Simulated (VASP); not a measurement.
Band structure of Li₃LaSb₂ (space group P-3m1). Calculation: LDA (Ceperley-Alder, Perdew-Zunger), VASP's LDA PAW potentials (set 64) (plane waves; VASP 6.6.1).

Unless said otherwise, spin-orbit coupling is left out, though it shifts the bands of the heavy elements here.

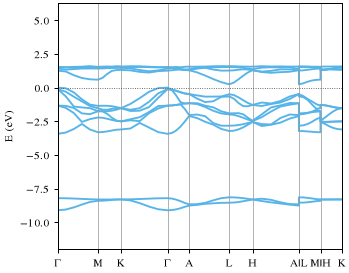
Bands along high-symmetry lines, zero at the valence-band maximum or, without a gap, the Fermi level

Read the plot: is there a gap, and where are the band edges?

The gap is indirect, 0.25 eV, from the valence maximum at Γ to the conduction minimum at L.

The structure comes from a computed database's Li3LaSb2 entry (P-3m1); how it stands against other phases isn't given here. The cell was not relaxed at this level.
